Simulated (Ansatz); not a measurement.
# GeC (triplet): correlated methods under varied settings

What do other methods and options give for GeC (triplet) at this geometry, and how long do they take?

Method: the settings change from run to run; program: Ansatz 0.2.0, Gaussian basis.

11 further runs of the same task are left out: 1 for a mislabelled method, 3 that didn't finish, 7 set aside as unsound or not needed.

## Step 1: The system

The geometry is a PBE0/def2-TZVP stationary point (not a proven minimum) of the parent state, kept for this charge and spin. No spin-orbit coupling is included. The filled d shell of Ge may be among the frozen orbitals whatever the setting's name suggests; the logs give the count.

2 atoms, charge 0, spin multiplicity 3.

Atoms are counted from 1 here; the program's logs count them from 0.

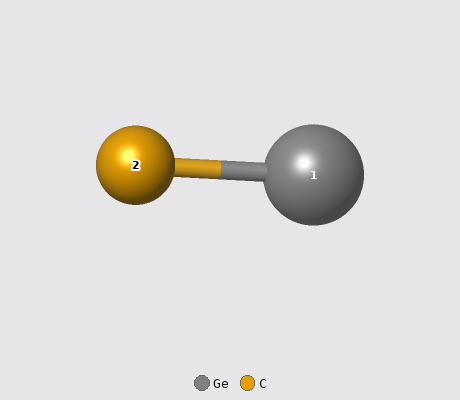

The structure; germanium grey, carbon amber; atoms are numbered from 1 in the order of the file.

## Step 2: NEVPT2(10,7)/6-31G

Input file in.yaml:

```yaml
crystal:
  periodic: [false, false, false]
  atoms:
    - {symbol: Ge, position_ang: [0.000000, 0.000000, 0.000000]}
    - {symbol: C, position_ang: [0.000000, 0.000000, 1.912799]}
basis:
  gaussian: {orbitals: 6-31G}
magnetization: {spin_polarized: false, initial_magnetization: 2}
correlation: {method: sc_nevpt2, electrons: valence, active_space: {window: {electrons: 10, orbitals: 7}}}
accuracy: high
output: {forces: true}
```

Launch:

```
$ ansatz run in.yaml --threads 1 --pin off --events-out ev --progress --plain --max-ram 2176MiB
```

Log:

```text
Functional definition: HF
  name "HF"
  cite "Fock, Z. Phys. 61, 126 (1930) doi:10.1007/BF01340294"
  parent pbe
  exchange = exact_x
  correlation = 0
630 factors; integrals over basis functions are off by at most 4.0e-9 eV
mean field evaluation 1: about -57488.2860 eV, gradient 9.1e0 eV
mean field evaluation 2: about -57488.3281 eV, gradient 9.2e0 eV
mean field evaluation 4: about -57489.0685 eV, gradient 2.3e0 eV
mean field evaluation 8: about -57489.3343 eV, gradient 1.3e0 eV
mean field evaluation 16: about -57489.4171 eV, gradient 4.4e-7 eV
mean field evaluation 32: about -57486.1803 eV, gradient 1.4e-2 eV
mean field evaluation 64: about -57489.4171 eV, gradient 9.5e-3 eV
mean field evaluation 96: about -57482.4405 eV, gradient 2.4e1 eV
mean field evaluation 128: about -57489.2745 eV, gradient 6.1e-2 eV
mean field evaluation 160: about -57489.4171 eV, gradient 8.1e-9 eV
mean field -57489.41705827 eV, -2112.6971091648 hartree, gradient 8.1e-9 eV, S^2 2.000000; 10 other end points of the search recorded, 0 dependent functions left out
reference -57489.41705827 eV, -2112.6971091648 hartree; 20, 18 occupied and 18, 20 virtual orbitals, 630 factors
state -57490.95477716 eV, -2112.7536192918 hartree
state -57490.95477716 eV, -2112.7536192918 hartree; corrected -57496.86108781 eV, -2112.9706722047 hartree
WARN: 1 active orbitals are nearly empty or full. The corrections depend on them more than the energy does, and are more stable in an active space without them
the calculation of the forces begins
Total energy: -57496.86108781 eV, -2112.9706722047 hartree
Atom 0 at     0.000000     0.000000     0.000000 Å, force     0.000000     0.000000     1.312778 eV/Å
Atom 1 at     0.000000     0.000000     1.912799 Å, force     0.000000    -0.000000    -1.312778 eV/Å
Dipole moment:     0.000000    -0.000000    -0.278441 e Å
```

Run time: 4.3 s. Hardware: 1 thread of Intel Xeon Platinum 8488C, shared host.

From the report: 88 determinants; active occupations 2.00, 2.00, 1.98, 1.75, 1.01, 1.00, 0.26. The report marks this result as in doubt.

## Step 3: CCSD on ROHF/6-31G

Input file in.yaml:

```yaml
crystal:
  periodic: [false, false, false]
  atoms:
    - {symbol: Ge, position_ang: [0.000000, 0.000000, 0.000000]}
    - {symbol: C, position_ang: [0.000000, 0.000000, 1.912799]}
basis:
  gaussian: {orbitals: 6-31G}
magnetization: {spin_polarized: false, initial_magnetization: 2}
correlation: {method: ccsd, electrons: valence, diis_vectors: 4}
```

Same command.

Log, cut to the lines that bear on the results:

```text
Functional definition: HF
  name "HF"
  cite "Fock, Z. Phys. 61, 126 (1930) doi:10.1007/BF01340294"
  parent pbe
[...]
377 factors; integrals over basis functions are off by at most 5.3e-4 eV
[...]
mean field -57489.41680928 eV, -2112.6971000148 hartree, gradient 2.4e-6 eV, S^2 2.000000; 12 other end points of the search recorded, 0 dependent functions left out
[...]
determinant -57489.41680928 eV, -2112.6971000148 hartree, with singles and doubles -57497.22022866 eV, -2112.9838703878 hartree
determinant -57489.27660632 eV, -2112.6919476509 hartree, with singles and doubles -57496.50427580 eV, -2112.9575596053 hartree
determinant -57487.15213747 eV, -2112.6138748607 hartree, with singles and doubles -57493.61160537 eV, -2112.8512559276 hartree
determinant -57486.38472890 eV, -2112.5856731160 hartree, with singles and doubles -57493.18508162 eV, -2112.8355814691 hartree
[...]
determinant -57489.31133260 eV, -2112.6932238183 hartree, with singles and doubles -57497.21047770 eV, -2112.9835120463 hartree
determinant -57489.31133260 eV, -2112.6932238183 hartree, with singles and doubles -57497.21869971 eV, -2112.9838141998 hartree
determinant -57489.41680928 eV, -2112.6971000148 hartree, with singles and doubles -57497.22514090 eV, -2112.9840509091 hartree
unrestricted determinant -57490.51235056 eV, -2112.7373604141 hartree, S^2 2.7126
10 core orbitals not correlated: weight in the atoms' cores, before any rotation towards them, 1.000 or more for the frozen orbitals, at most 0.000 for the correlated occupied ones
reference -57489.41680928 eV, -2112.6971000148 hartree; 10, 8 occupied and 18, 20 virtual orbitals, 377 factors
second order -7.37104496 eV of doubles, -0.05670510 eV of singles
cycle   1  -7.80833335 eV  change   -1.7e-6 eV  update   1.8e-6
WARN: the results are in doubt because among natural orbitals full CI differs from the method by -0.123 eV
Total energy: -57497.22514264 eV, -2112.9840509729 hartree
In doubt: among natural orbitals full CI differs from the method by -0.123 eV
```

Run time: 4.8 s. Hardware: 1 thread of Intel Xeon Platinum 8488C, shared host.

From the report: correlation -7.8083 eV; T1 0.048; largest double amplitude 0.20. Mind the lines of doubt at the end of the log.

## Step 4: CASCI(2,4)/6-31G

in.yaml: that of step 3 with these lines changed.

```diff
@@ -8,2 +8,2 @@
 magnetization: {spin_polarized: false, initial_magnetization: 2}
-correlation: {method: ccsd, electrons: valence, diis_vectors: 4}
+correlation: {active_space: {window: {electrons: 2, orbitals: 4}, fixed_orbitals: true}}
```

Launched as before.

Log:

```text
Functional definition: HF
  name "HF"
  cite "Fock, Z. Phys. 61, 126 (1930) doi:10.1007/BF01340294"
  parent pbe
  exchange = exact_x
  correlation = 0
377 factors; integrals over basis functions are off by at most 5.3e-4 eV
mean field evaluation 1: about -57488.3234 eV, gradient 9.2e0 eV
mean field evaluation 2: about -57488.3249 eV, gradient 9.2e0 eV
mean field evaluation 4: about -57489.0690 eV, gradient 2.2e0 eV
mean field evaluation 8: about -57489.4086 eV, gradient 5.8e-1 eV
mean field evaluation 16: about -57489.4168 eV, gradient 2.4e-6 eV
mean field evaluation 32: about -57489.2765 eV, gradient 1.5e-2 eV
mean field evaluation 64: about -57487.6189 eV, gradient 1.2e1 eV
mean field evaluation 96: about -57487.7582 eV, gradient 1.0e1 eV
mean field -57489.41680928 eV, -2112.6971000148 hartree, gradient 2.4e-6 eV, S^2 2.000000; 10 other end points of the search recorded, 0 dependent functions left out
reference -57489.41680928 eV, -2112.6971000148 hartree; 20, 18 occupied and 18, 20 virtual orbitals, 377 factors
state -57489.41680928 eV, -2112.6971000148 hartree
Total energy: -57489.41680928 eV, -2112.6971000148 hartree
```

It took 1.4 s on 1 thread of Intel Xeon Platinum 8488C, shared host.

From the report: 4 determinants; active occupations 1.00, 1.00, 0.00, 0.00. With so small a space the active step adds no correlation: the energy is the mean field's.

## Step 5: CCSDT on UHF/6-31G

Input file in.yaml:

```yaml
crystal:
  periodic: [false, false, false]
  atoms:
    - {symbol: Ge, position_ang: [0.000000, 0.000000, 0.000000]}
    - {symbol: C, position_ang: [0.000000, 0.000000, 1.912799]}
basis:
  gaussian: {orbitals: 6-31G}
magnetization: {spin_polarized: true, initial_magnetization: 2}
correlation: {method: ccsdt, electrons: valence, diis_vectors: 12}
```

Launched as before.

Log, cut to the lines that bear on the results:

```text
Functional definition: HF
  name "HF"
  cite "Fock, Z. Phys. 61, 126 (1930) doi:10.1007/BF01340294"
  parent pbe
[...]
631 factors; integrals over basis functions are off by at most 6.4e-8 eV
[...]
mean field -57490.51258714 eV, -2112.7373691083 hartree, gradient 1.8e-6 eV, S^2 2.712620; 16 other end points of the search recorded, 0 dependent functions left out
determinant -57490.51258714 eV, -2112.7373691083 hartree, with singles and doubles -57497.20690585 eV, -2112.9833807834 hartree
determinant -57489.49306334 eV, -2112.6999022997 hartree, with singles and doubles -57496.84208854 eV, -2112.9699739945 hartree
determinant -57489.38080395 eV, -2112.6957768433 hartree, with singles and doubles -57497.18482750 eV, -2112.9825694189 hartree
determinant -57489.31496487 eV, -2112.6933573017 hartree, with singles and doubles -57496.50544521 eV, -2112.9576025804 hartree
[...]
determinant -57490.51258714 eV, -2112.7373691083 hartree, with singles and doubles -57497.25310183 eV, -2112.9850784543 hartree
determinant -57489.49306334 eV, -2112.6999022997 hartree, with singles and doubles -57497.18285682 eV, -2112.9824969980 hartree
determinant -57489.38080395 eV, -2112.6957768433 hartree, with singles and doubles -57497.21224817 eV, -2112.9835771101 hartree
determinant -57489.41477769 eV, -2112.6970253551 hartree, with singles and doubles -57497.06895748 eV, -2112.9783112741 hartree
10 core orbitals not correlated: weight in the atoms' cores, before any rotation towards them, 1.000 or more for the frozen orbitals, at most 0.000 for the correlated occupied ones
reference -57490.51258714 eV, -2112.7373691083 hartree; 10, 8 occupied and 18, 20 virtual orbitals, 631 factors
second order -6.09348051 eV of doubles, -0.00000000 eV of singles
cycle   1  -5.99347118 eV  change    1.0e-1 eV  update   9.7e-2
[...]
cycle  24  -6.96288985 eV  change    1.4e-6 eV  update   7.3e-7
Total energy: -57497.47547699 eV, -2112.9932505907 hartree
```

It took 15 s on 1 thread of Intel Xeon Platinum 8488C, shared host.

From the report: ⟨S²⟩ of the determinant 2.713 (pure triplet: 2.00); correlation -6.9629 eV; T1 0.073; largest double amplitude 0.25. The determinant is far from a pure spin state, so its energy mixes those of several spin states (harmless only where they are near-degenerate, as at dissociation).

## Step 6: MRCISD+Q(relaxed)(2,7)/6-31G

Input file in.yaml:

```yaml
crystal:
  periodic: [false, false, false]
  atoms:
    - {symbol: Ge, position_ang: [0.000000, 0.000000, 0.000000]}
    - {symbol: C, position_ang: [0.000000, 0.000000, 1.912799]}
basis:
  gaussian: {orbitals: 6-31G}
magnetization: {spin_polarized: false, initial_magnetization: 2}
correlation: {method: fic_mrcisd_q_relaxed, electrons: outside_noble_gas, active_space: {window: {electrons: 2, orbitals: 7}}}
scf: {lower_state_search: off}
```

Same command.

Log, cut to the lines that bear on the results:

```text
Functional definition: HF
  name "HF"
  cite "Fock, Z. Phys. 61, 126 (1930) doi:10.1007/BF01340294"
  parent pbe
[...]
377 factors; integrals over basis functions are off by at most 5.3e-4 eV
[...]
mean field -57489.41680928 eV, -2112.6971000148 hartree, gradient 2.4e-6 eV, S^2 2.000000; 0 other end points of the search recorded, 0 dependent functions left out
reference -57489.41680928 eV, -2112.6971000148 hartree; 20, 18 occupied and 18, 20 virtual orbitals, 377 factors
state -57489.58032123 eV, -2112.7031089679 hartree
contracted CI cycle   1: correlation 0.00000000 eV, 0.0000000000 hartree, residual 1.14e1 eV
contracted CI cycle   2: correlation -2.93336424 eV, -0.1077991476 hartree, residual 3.53e0 eV
contracted CI cycle   3: correlation -3.35755187 eV, -0.1233877552 hartree, residual 1.69e0 eV
contracted CI cycle   4: correlation -3.44400428 eV, -0.1265648228 hartree, residual 7.69e-1 eV
[...]
contracted CI cycle   8: correlation -3.46566982 eV, -0.1273610167 hartree, residual 2.98e-2 eV
contracted CI cycle   9: correlation -3.46569592 eV, -0.1273619758 hartree, residual 1.36e-2 eV
contracted CI cycle  10: correlation -3.46570177 eV, -0.1273621908 hartree, residual 6.80e-3 eV
contracted CI cycle  11: correlation -3.46570327 eV, -0.1273622460 hartree, residual 3.53e-3 eV
contracted CI cycle  12: correlation -3.46570366 eV, -0.1273622603 hartree, residual 1.88e-3 eV
contracted CI cycle  13: correlation -3.46570376 eV, -0.1273622642 hartree, residual 9.57e-4 eV
contracted CI cycle  14: correlation -3.46570379 eV, -0.1273622651 hartree, residual 4.26e-4 eV
state -57489.58032123 eV, -2112.7031089679 hartree; corrected -57493.59430507 eV, -2112.8506201536 hartree
WARN: 1 active orbitals are nearly empty or full. The corrections depend on them more than the energy does, and are more stable in an active space without them
Total energy: -57493.59430507 eV, -2112.8506201536 hartree
Checks for a lower state left out: stability, starts, cluster_reference, orbital_swaps, neighbouring_geometries, increment
```

It took 2.5 s on 1 thread of Intel Xeon Platinum 8488C, shared host.

From the report: 24 determinants; active occupations 0.99, 0.99, 0.01, 0.01, 0.00, 0.00, 0.00. The report marks this result as in doubt.

## Step 7: CASSCF(2,8)/cc-pVDZ

Input file in.yaml:

```yaml
crystal:
  periodic: [false, false, false]
  atoms:
    - {symbol: Ge, position_ang: [0.000000, 0.000000, 0.000000]}
    - {symbol: C, position_ang: [0.000000, 0.000000, 1.912799]}
basis:
  gaussian: {orbitals: cc-pVDZ}
magnetization: {spin_polarized: false, initial_magnetization: 2}
correlation: {active_space: {window: {electrons: 2, orbitals: 8}}}
accuracy: high
```

The command is unchanged.

Log, cut to the lines that bear on the results:

```text
Functional definition: HF
  name "HF"
  cite "Fock, Z. Phys. 61, 126 (1930) doi:10.1007/BF01340294"
  parent pbe
[...]
782 factors; integrals over basis functions are off by at most 4.4e-9 eV
[...]
mean field -57498.25374968 eV, -2113.0218515845 hartree, gradient 8.3e-9 eV, S^2 2.000000; 10 other end points of the search recorded, 0 dependent functions left out
reference -57498.25374968 eV, -2113.0218515845 hartree; 20, 18 occupied and 21, 23 virtual orbitals, 782 factors
state -57498.75132411 eV, -2113.0401371074 hartree
Total energy: -57498.75132411 eV, -2113.0401371074 hartree
```

Wall time 10 s (1 thread of Intel Xeon Platinum 8488C, shared host).

From the report: 64 determinants; active occupations 0.96, 0.96, 0.04, 0.04, 0.00, 0.00, 0.00, 0.00.

## Step 8: CASSCF(2,6)/6-31G

Input file in.yaml:

```yaml
crystal:
  periodic: [false, false, false]
  atoms:
    - {symbol: Ge, position_ang: [0.000000, 0.000000, 0.000000]}
    - {symbol: C, position_ang: [0.000000, 0.000000, 1.912799]}
basis:
  gaussian: {orbitals: 6-31G}
magnetization: {spin_polarized: false, initial_magnetization: 2}
correlation: {active_space: {window: {electrons: 2, orbitals: 6}}}
accuracy: high
scf: {lower_state_search: off}
output: {forces: true}
```

Same command.

Log, cut to the lines that bear on the results:

```text
Functional definition: HF
  name "HF"
  cite "Fock, Z. Phys. 61, 126 (1930) doi:10.1007/BF01340294"
  parent pbe
[...]
630 factors; integrals over basis functions are off by at most 4.0e-9 eV
[...]
mean field -57489.41705827 eV, -2112.6971091648 hartree, gradient 8.1e-9 eV, S^2 2.000000; 0 other end points of the search recorded, 0 dependent functions left out
reference -57489.41705827 eV, -2112.6971091648 hartree; 20, 18 occupied and 18, 20 virtual orbitals, 630 factors
state -57489.57201340 eV, -2112.7028036610 hartree
[...]
Total energy: -57489.57201340 eV, -2112.7028036610 hartree
Atom 0 at     0.000000     0.000000     0.000000 Å, force    -0.000000     0.000000     2.187615 eV/Å
Atom 1 at     0.000000     0.000000     1.912799 Å, force     0.000000    -0.000000    -2.187615 eV/Å
Dipole moment:    -0.000000    -0.000000    -0.312550 e Å
Checks for a lower state left out: stability, starts, cluster_reference, orbital_swaps, neighbouring_geometries, increment
```

It took 1.3 s on 1 thread of Intel Xeon Platinum 8488C, shared host.

From the report: 36 determinants; active occupations 0.99, 0.99, 0.01, 0.01, 0.00, 0.00.

## Step 9: NEVPT2(12,8)/6-31G

Input file in.yaml:

```yaml
crystal:
  periodic: [false, false, false]
  atoms:
    - {symbol: Ge, position_ang: [0.000000, 0.000000, 0.000000]}
    - {symbol: C, position_ang: [0.000000, 0.000000, 1.912799]}
basis:
  gaussian: {orbitals: 6-31G, fitting: {mean_field: def2-universal-jkfit}}
magnetization: {spin_polarized: false, initial_magnetization: 2}
correlation: {method: sc_nevpt2, electrons: valence, active_space: {window: {electrons: 12, orbitals: 8}}}
accuracy: high
```

The command is unchanged.

Log, cut to the lines that bear on the results:

```text
Functional definition: HF
  name "HF"
  cite "Fock, Z. Phys. 61, 126 (1930) doi:10.1007/BF01340294"
  parent pbe
[...]
341 factors; integrals over basis functions are off by at most 2.2e-3 eV
[...]
mean field -57489.41403106 eV, -2112.6969979171 hartree, gradient 1.4e-8 eV, S^2 2.000000; 10 other end points of the search recorded, 0 dependent functions left out
reference -57489.41403106 eV, -2112.6969979171 hartree; 20, 18 occupied and 18, 20 virtual orbitals, 341 factors
state -57490.95256862 eV, -2112.7535381295 hartree
state -57490.95256862 eV, -2112.7535381295 hartree; corrected -57496.77758107 eV, -2112.9676033886 hartree
WARN: 2 active orbitals are nearly empty or full. The corrections depend on them more than the energy does, and are more stable in an active space without them
Total energy: -57496.77758107 eV, -2112.9676033886 hartree
```

Wall time 7 s (1 thread of Intel Xeon Platinum 8488C, shared host).

From the report: 144 determinants; active occupations 2.00, 2.00, 2.00, 1.98, 1.75, 1.01, 1.00, 0.26. The report marks this result as in doubt.

## Step 10: BCCD(T) on ROHF/6-31G*

Input file in.yaml:

```yaml
crystal:
  periodic: [false, false, false]
  atoms:
    - {symbol: Ge, position_ang: [0.000000, 0.000000, 0.000000]}
    - {symbol: C, position_ang: [0.000000, 0.000000, 1.912799]}
basis:
  gaussian: {orbitals: "6-31G*"}
magnetization: {spin_polarized: false, initial_magnetization: 2}
hamiltonian: {pseudopotentials: {relativity: scalar}}
correlation: {method: bccd_t, electrons: outside_noble_gas}
scf: {lower_state_search: light}
```

The command is unchanged.

Log, cut to the lines that bear on the results:

```text
Functional definition: HF
  name "HF"
  cite "Fock, Z. Phys. 61, 126 (1930) doi:10.1007/BF01340294"
  parent pbe
[...]
453 factors; integrals over basis functions are off by at most 6.4e-4 eV
[...]
mean field -57965.11479932 eV, -2130.1786787091 hartree, gradient 1.3e-6 eV, S^2 2.000000; 13 other end points of the search recorded, 0 dependent functions left out
[...]
determinant -57965.11479932 eV, -2130.1786787091 hartree, with singles and doubles -57970.08470520 eV, -2130.3613193815 hartree
determinant -57964.93714091 eV, -2130.1721498830 hartree, with singles and doubles -57970.39176445 eV, -2130.3726036009 hartree
determinant -57962.83590911 eV, -2130.0949310384 hartree, with singles and doubles -57967.23788855 eV, -2130.2567007993 hartree
determinant -57961.88850852 eV, -2130.0601147090 hartree, with singles and doubles -57966.61777657 eV, -2130.2339121044 hartree
[...]
determinant -57964.79662889 eV, -2130.1669861614 hartree, with singles and doubles -57970.38194514 eV, -2130.3722427477 hartree
determinant -57964.79662889 eV, -2130.1669861614 hartree, with singles and doubles -57970.38763425 eV, -2130.3724518186 hartree
unrestricted determinant -57966.00201040 eV, -2130.2112831148 hartree, S^2 2.7222
15 core orbitals not correlated: weight in the atoms' cores, before any rotation towards them, 0.999 or more for the frozen orbitals, at most 0.001 for the correlated occupied ones
reference -57964.93714091 eV, -2130.1721498830 hartree; 5, 3 occupied and 30, 32 virtual orbitals, 453 factors
second order -4.54014970 eV of doubles, -0.08519009 eV of singles
cycle   1  -5.40384773 eV  change    5.8e-2 eV  update   2.8e-2
[...]
cycle  15  -5.42969197 eV  change   -5.9e-6 eV  update   6.2e-6
perturbative correction -0.34707812 eV, -0.0127548858 hartree
Total energy: -57970.71391101 eV, -2130.3844422684 hartree
Relativity: scalar
```

It took 9.5 s on 1 thread of Intel Xeon Platinum 8488C, shared host.

From the report: correlation -5.7768 eV; largest double amplitude 0.17.

## Step 11: All runs side by side

Where basis and cores are those of an earlier UCCSDT(Q)/6-31G run (-57493.5436 eV), and the state is the same kind, the miss against it is given. † marks a result that the program doubts.

```csv
level,correlated,functions,energy (eV),from UCCSDT(Q) (meV),time
"NEVPT2(10,7)/6-31G †",valence,38,-57496.8611,,4.3 s
CCSD on ROHF/6-31G †,valence,38,-57497.2251,,4.8 s
"CASCI(2,4)/6-31G",,38,-57489.4168,4126.8,1.4 s
CCSDT on UHF/6-31G,valence,38,-57497.4755,,15 s
"MRCISD+Q(relaxed)(2,7)/6-31G †",outside noble gas,38,-57493.5943,-50.7,2.5 s
"CASSCF(2,8)/cc-pVDZ",,41,-57498.7513,,10 s
"CASSCF(2,6)/6-31G",,38,-57489.5720,3971.6,1.3 s
"NEVPT2(12,8)/6-31G †",valence,38,-57496.7776,,7 s
BCCD(T) on ROHF/6-31G* (relativity set),outside noble gas,50,-57970.7139,,9.5 s
```

## Step 12: What came out

| quantity | value |
| --- | --- |
| runs | 9 |
| quickest | CASSCF(2,6)/6-31G, 1.3 s |
| slowest | CCSDT on UHF/6-31G, 15 s |

What this shows: Total energies in different bases, with other cores or another treatment of relativity can't be set against each other. CCSDT on UHF/6-31G took 12 times as long as CASSCF(2,6)/6-31G; the jobs differ in more than the method. Hartree-Fock, CASSCF and CASCI lack dynamic correlation by design.
